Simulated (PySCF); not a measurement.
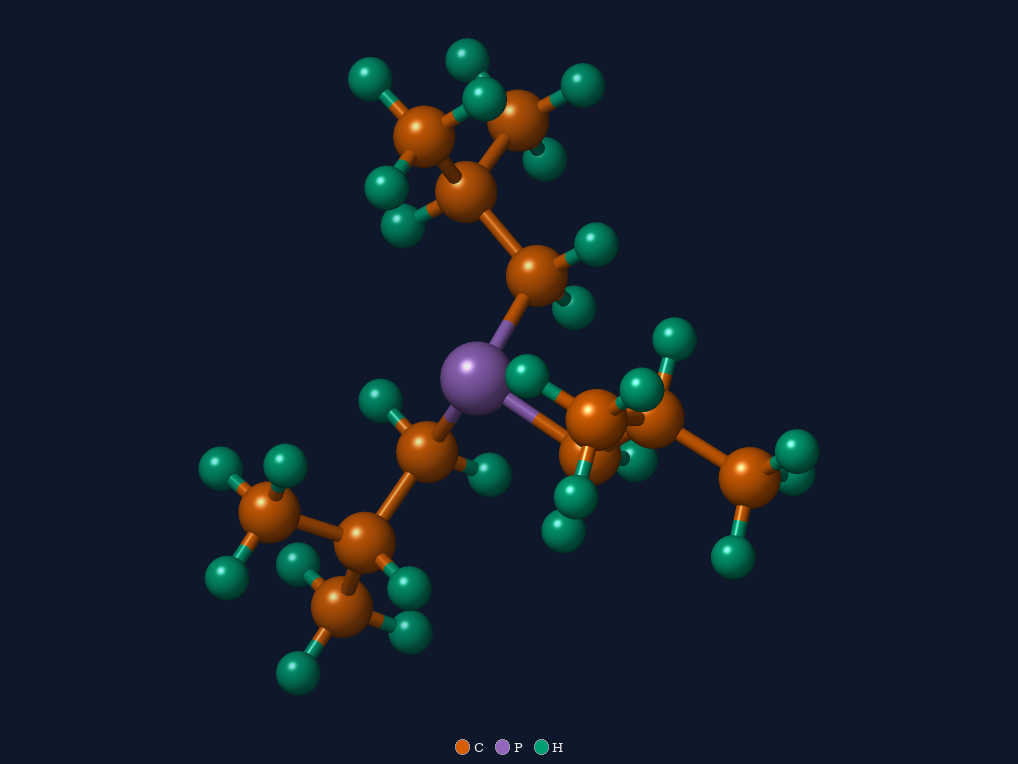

The computed structure is the end point of a PBE0-D3(BJ)/def2-SVP optimisation. No frequency run is at hand to confirm it as a minimum.

Give the structural formula.

SMILES: CC(C)CP(CC(C)C)CC(C)C

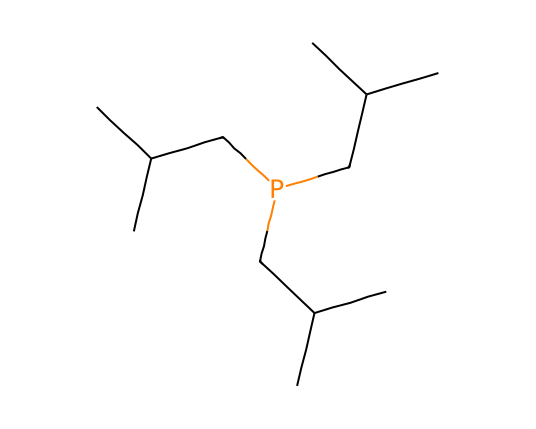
